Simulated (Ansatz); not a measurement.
# BHCl2 (SMILES [H]B(Cl)Cl): CCSDT(Q)/STO-3G

Aim: the energy change on altering one bond length of BHCl2 at CCSDT(Q)/STO-3G, from 2 runs. 

Program for the calculation: Ansatz 0.2.0.

54 further runs of the same task are left out: 4 that didn't finish, 50 set aside as unsound or not needed.

**1. The system as given**

BHCl2 has 4 atoms, charge 0, and is taken as a singlet. SMILES: `[H]B(Cl)Cl`. The shape is that of a GFN2-xTB optimisation.

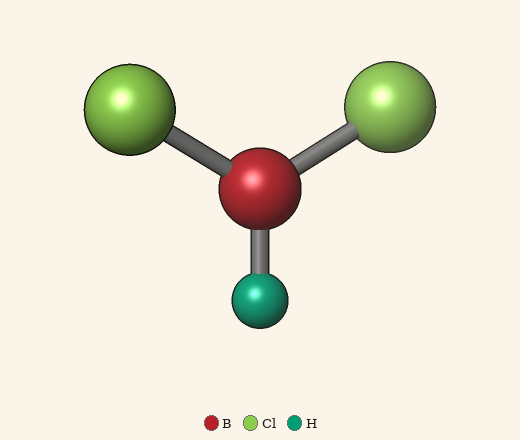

The structure, seen from a chosen angle (boron red, chlorine green, hydrogen teal).

**2. The energy at CCSDT(Q)/STO-3G**

Input file in.yaml:

```yaml
basis:
  gaussian:
    orbitals: STO-3G
crystal:
  periodic: [false, false, false]
  atoms:
    - symbol: B
      position_ang: [-0.067270, -0.112350, 0.001160]
    - symbol: Cl
      position_ang: [1.633390, -0.145760, 0.012580]
    - symbol: Cl
      position_ang: [-0.893540, 1.375320, -0.017490]
    - symbol: H
      position_ang: [-0.672580, -1.117210, 0.003750]
correlation:
  method: ccsdt_q
  frozen_orbitals: {B: 1, Cl: 5, H: 0}
accuracy: high
scf:
  omitted_lower_state_checks: [cluster_reference, increment]
```

Command:

```bash
ansatz run in.yaml --threads 1 --pin off --max-ram 2610MiB --events-out events.jsonl --progress --plain --runs-dir runs
```

The program printed, cut to the lines that bear on the results:

```text
Warning: RAYON_NUM_THREADS=1 ignored (pool sized by the plan → 1); use --threads N
Functional definition: HF
  name "HF"
[...]
426 factors; integrals over basis functions are off by at most 1.3e-8 eV
[...]
mean field -25420.27752810 eV, -934.1779686746 hartree, gradient 2.7e-8 eV, S^2 0.000000; 0 other end points of the search recorded, 0 dependent functions left out
11 core orbitals not correlated: weight in the atoms' cores, before any rotation towards them, 1.000 or more for the frozen orbitals, at most 0.000 for the correlated occupied ones
reference -25420.27752810 eV, -934.1779686746 hartree; 9, 9 occupied and 4, 4 virtual orbitals, 426 factors
second order -1.43363611 eV of doubles, -0.00000000 eV of singles
cycle   1  -1.62861835 eV  change   -1.9e-1 eV  update   6.6e-2
[...]
cycle  20  -1.85418149 eV  change  -7.7e-10 eV  update  7.9e-10
perturbative correction 0.00185977 eV, 0.0000683454 hartree
Total energy: -25422.12984981 eV, -934.2460402421 hartree
Checks for a lower state left out: cluster_reference, increment
```

Wall time 0.56 s (1 thread of Arm Neoverse N1, shared host).

**3. The distorted shape, same level**

Input file input.yaml:

```yaml
crystal:
  periodic: [false, false, false]
  atoms:
    - {symbol: B, position_ang: [-0.492452, -0.103997, -0.001695]}
    - {symbol: Cl, position_ang: [1.633390, -0.145760, 0.012580]}
    - {symbol: Cl, position_ang: [-1.318722, 1.383673, -0.020345]}
    - {symbol: H, position_ang: [-1.097762, -1.108857, 0.000895]}
basis:
  gaussian:
    orbitals: STO-3G
correlation:
  method: ccsdt_q
  frozen_orbitals: {B: 1, Cl: 5, H: 0}
accuracy: high
scf:
  omitted_lower_state_checks: [cluster_reference, increment]
```

Command:

```bash
ansatz run input.yaml --threads 1 --pin off --max-ram 2610MiB --events-out events.jsonl --progress --plain --runs-dir runs
```

The program printed, cut to the lines that bear on the results:

```text
Warning: RAYON_NUM_THREADS=1 ignored (pool sized by the plan → 1); use --threads N
Functional definition: HF
  name "HF"
[...]
420 factors; integrals over basis functions are off by at most 1.8e-8 eV
[...]
mean field -25419.12439566 eV, -934.1355918392 hartree, gradient 1.3e-8 eV, S^2 0.000000; 0 other end points of the search recorded, 0 dependent functions left out
11 core orbitals not correlated: weight in the atoms' cores, before any rotation towards them, 1.000 or more for the frozen orbitals, at most 0.000 for the correlated occupied ones
reference -25419.12439566 eV, -934.1355918392 hartree; 9, 9 occupied and 4, 4 virtual orbitals, 420 factors
second order -1.56031469 eV of doubles, -0.00000000 eV of singles
cycle   1  -1.78653103 eV  change   -2.3e-1 eV  update   8.2e-2
[...]
cycle  23  -2.09456240 eV  change  -6.9e-10 eV  update   1.5e-9
perturbative correction 0.00167524 eV, 0.0000615639 hartree
Total energy: -25421.21728282 eV, -934.2125040237 hartree
Checks for a lower state left out: cluster_reference, increment
```

Wall time 0.6 s (1 thread of Arm Neoverse N1, shared host).

**4. Results**

At CCSDT(Q)/STO-3G, 11 core orbitals frozen:

```
                                                          quantity          value
                                         first shape: total energy  -934.24604 Eh
         first shape: correlation energy (11 core orbitals frozen)      -68.1 mEh
                                        first shape: T1 diagnostic          0.012
                                     distorted shape: total energy  -934.21250 Eh
     distorted shape: correlation energy (11 core orbitals frozen)      -76.9 mEh
                                    distorted shape: T1 diagnostic          0.015
energy change with the B1–Cl2 bond stretched from 1.701 to 2.126 Å       0.913 eV
```

With the B1–Cl2 bond stretched from 1.701 to 2.126 Å the energy rises by 0.91 eV (21.0 kcal/mol). The first shape isn't relaxed at this level, so the change isn't measured from a minimum. The minimal basis adds a large error of its own.
